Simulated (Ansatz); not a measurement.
# BH2 (boron dihydride) at 6 levels

We compute a comparison of 6 runs (U-r2SCAN0/3-21G, U-revPBE/6-311G**, UBHLYP/6-311G**, UCAM-B3LYP/6-311G**, USVWN5/6-311G**, UCCSD(T)/3-21G) of BH2 (boron dihydride). 

Program for the calculation: Ansatz 0.2.0.

58 further runs of the same task are left out: 58 set aside as unsound or not needed.

## 1. The structure to begin with

BH2 has 3 atoms, charge 0, and is taken as a doublet. As SMILES, `[BH2]`. The H3–B1 distance was set to 2.319 Å, away from the relaxed value. At this shape a bond of the SMILES string is far longer than usual.

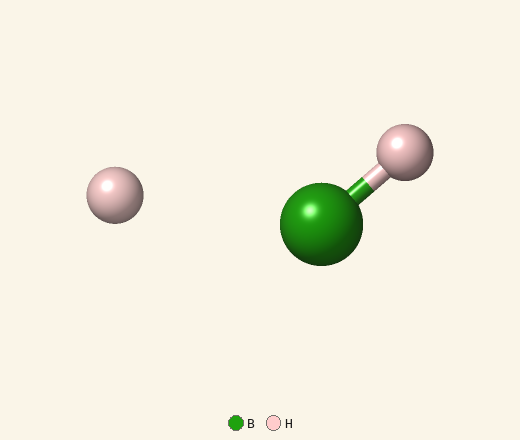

Viewed from a chosen angle; boron green, hydrogen pink.

## 2. The energy at U-r2SCAN0/3-21G (run 1)

The input, in.yaml:

```yaml
crystal:
  periodic: [false, false, false]
  atoms:
    - symbol: B
      position_ang: [1.068536, 0.486627, 0.646908]
    - symbol: H
      position_ang: [1.085716, 1.638177, 0.779248]
    - symbol: H
      position_ang: [-0.542860, -0.819090, -0.389630]
basis:
  gaussian: {orbitals: 3-21G.json}
magnetization: {spin_polarized: true, initial_magnetization: 1}
hamiltonian: {xc: {name: r2SCAN0}}
accuracy: high
```

The basis set 3-21G is read from a file made from the Basis Set Exchange's data (not shown).

Launch:

```bash
ansatz run in.yaml --threads 1 --pin off --max-ram 2610MiB --events-out events.jsonl --progress --plain --runs-dir runs
```

The program printed:

```text
Warning: RAYON_NUM_THREADS=1 ignored (pool sized by the plan → 1); use --threads N
Functional definition: r2SCAN0
  name "r2SCAN0"
  parameter a = 0.25
  parameter k0 = 0.174
  parameter k1 = 0.065
  parameter a1 = 4.9479
  exchange = (1 - a)*r2scan_x(k0 = k0, k1 = k1, a1 = a1) + a*exact_x
  correlation = r2scan_c
248 factors; integrals over basis functions are off by at most 3.6e-9 eV
mean field evaluation 1: about -697.0450 eV, gradient 3.8e0 eV
mean field evaluation 2: about -697.2241 eV, gradient 3.9e0 eV
mean field evaluation 4: about -697.5502 eV, gradient 8.2e-1 eV
mean field evaluation 8: about -697.6003 eV, gradient 1.7e-2 eV
mean field evaluation 16: about -697.6002 eV, gradient 5.2e-5 eV
mean field evaluation 32: about -697.2076 eV, gradient 1.8e-1 eV
mean field -697.60024915 eV, -25.6363363060 hartree, gradient 2.1e-8 eV, S^2 1.019513; 4 other end points of the search recorded, 0 dependent functions left out
reference -697.60024985 eV, -25.6363363316 hartree; 4, 3 occupied and 9, 10 virtual orbitals, 248 factors
Total energy: -697.60024985 eV, -25.6363363316 hartree
```

It took 3.3 s on 1 thread of Arm Neoverse V1, shared host; peak memory 0.13 GiB.

## 3. The energy at U-revPBE/6-311G(d,p) (run 2)

The input, run.yaml:

```yaml
crystal:
  periodic: [false, false, false]
  atoms:
    - {symbol: B, position_ang: [1.068536, 0.486627, 0.646908]}
    - {symbol: H, position_ang: [1.085716, 1.638177, 0.779248]}
    - {symbol: H, position_ang: [-0.542860, -0.819090, -0.389630]}
basis:
  gaussian: {orbitals: 6-311G_st__st_.json}
magnetization: {spin_polarized: true, initial_magnetization: 1}
hamiltonian: {xc: {name: revPBE}}
accuracy: high
```

The basis set 6-311G** is read from a file made from the Basis Set Exchange's data (not shown).

Launch:

```bash
ansatz run run.yaml --threads 1 --pin off --max-ram 2610MiB --events-out events.jsonl --progress --plain --runs-dir runs
```

The program printed:

```text
Warning: RAYON_NUM_THREADS=1 ignored (pool sized by the plan → 1); use --threads N
Functional definition: revPBE
  name "revPBE"
  parameter kappa = 1.245
  parameter beta = 0.06672455060314922
  exchange = pbe_x(kappa = kappa, mu = beta*pi^2/3)
  correlation = pbe_c(beta = beta)
524 factors; integrals over basis functions are off by at most 3.2e-9 eV
mean field evaluation 1: about -701.8786 eV, gradient 6.2e0 eV
mean field evaluation 2: about -701.9634 eV, gradient 4.8e0 eV
mean field evaluation 4: about -702.2911 eV, gradient 4.6e-1 eV
mean field evaluation 8: about -702.3029 eV, gradient 7.3e-2 eV
mean field evaluation 16: about -702.3033 eV, gradient 6.9e-6 eV
mean field evaluation 32: about -701.2792 eV, gradient 5.8e-1 eV
mean field -702.30333014 eV, -25.8091713445 hartree, gradient 1.5e-8 eV, S^2 0.839863; 6 other end points of the search recorded, 0 dependent functions left out
reference -702.30333364 eV, -25.8091714731 hartree; 4, 3 occupied and 26, 27 virtual orbitals, 524 factors
Total energy: -702.30333364 eV, -25.8091714731 hartree
```

Run time: 1.5 s. Hardware: 1 thread of Arm Neoverse V1, shared host; peak memory 0.091 GiB.

Runs 3 to 5 aren't shown in full; the table further down has their settings and results.

## 4. A single-point energy at UCCSD(T)/3-21G (run 6)

The input, input.yaml:

```yaml
crystal:
  periodic: [false, false, false]
  atoms:
    - {symbol: B, position_ang: [1.068536, 0.486627, 0.646908]}
    - {symbol: H, position_ang: [1.085716, 1.638177, 0.779248]}
    - {symbol: H, position_ang: [-0.542860, -0.819090, -0.389630]}
basis:
  gaussian:
    orbitals: 3-21G.json
magnetization:
  spin_polarized: true
  initial_magnetization: 1
correlation:
  method: ccsd_t
  frozen_orbitals: {B: 1, H: 0}
accuracy: high
scf:
  omitted_lower_state_checks: [cluster_reference, increment]
```

The basis set 3-21G is read from a file made from the Basis Set Exchange's data (not shown).

Launch:

```bash
ansatz run input.yaml --threads 1 --pin off --max-ram 2610MiB --events-out events.jsonl --progress --plain --runs-dir runs
```

The program printed (excerpt; [...] marks lines left out):

```text
Warning: RAYON_NUM_THREADS=1 ignored (pool sized by the plan → 1); use --threads N
Functional definition: HF
  name "HF"
[...]
248 factors; integrals over basis functions are off by at most 3.6e-9 eV
[...]
mean field -693.53097906 eV, -25.4867933884 hartree, gradient 6.3e-8 eV, S^2 1.159036; 7 other end points of the search recorded, 0 dependent functions left out
1 core orbitals not correlated: weight in the atoms' cores, before any rotation towards them, 1.000 or more for the frozen orbitals, at most 0.000 for the correlated occupied ones
reference -693.53097906 eV, -25.4867933884 hartree; 3, 2 occupied and 9, 10 virtual orbitals, 248 factors
second order -0.81835255 eV of doubles, -0.00000000 eV of singles
cycle   1  -1.07169458 eV  change   -2.5e-1 eV  update   5.5e-2
[...]
cycle  35  -1.53933743 eV  change   1.9e-10 eV  update  1.7e-10
perturbative correction -0.03799661 eV, -0.0013963498 hartree
Total energy: -695.10831311 eV, -25.5447593454 hartree
Checks for a lower state left out: cluster_reference, increment
```

Wall time 0.26 s (1 thread of Arm Neoverse V1, shared host).

## 5. All runs side by side

| run | level | frozen core orbitals | energy (Eh) | ⟨S²⟩ | wall time |
| --- | --- | --- | --- | --- | --- |
| 1 | U-r2SCAN0/3-21G | – | -25.636336 | 1.020 | 3.3 s |
| 2 | U-revPBE/6-311G** | – | -25.809171 | 0.840 | 1.5 s |
| 3 | UBHLYP/6-311G** | – | -25.798164 | 0.964 | 0.93 s |
| 4 | UCAM-B3LYP/6-311G** | – | -25.788350 | 0.930 | 1.4 s |
| 5 | USVWN5/6-311G** | – | -25.484689 | 0.772 | 0.85 s |
| 6 | UCCSD(T)/3-21G | 1 | -25.544759 | 1.159 | 0.26 s |

## 6. What came out

| quantity | value |
| --- | --- |
| run 6: total energy | -25.54476 Eh |
| run 6: correlation energy (1 core orbital frozen) | -58.0 mEh |
| run 6: (T) correction | -1.40 mEh |
| run 6: ⟨S²⟩ of the reference determinant | 1.159 |
| run 6: T1 diagnostic | 0.081 |

What this shows: Totals of different functionals can't be ranked against each other. Spin contamination of the reference: run 6 ⟨S²⟩ = 1.16, run 1 ⟨S²⟩ = 1.02, run 3 ⟨S²⟩ = 0.96, run 4 ⟨S²⟩ = 0.93. All runs together took 8.3 s, the longest 3.3 s.
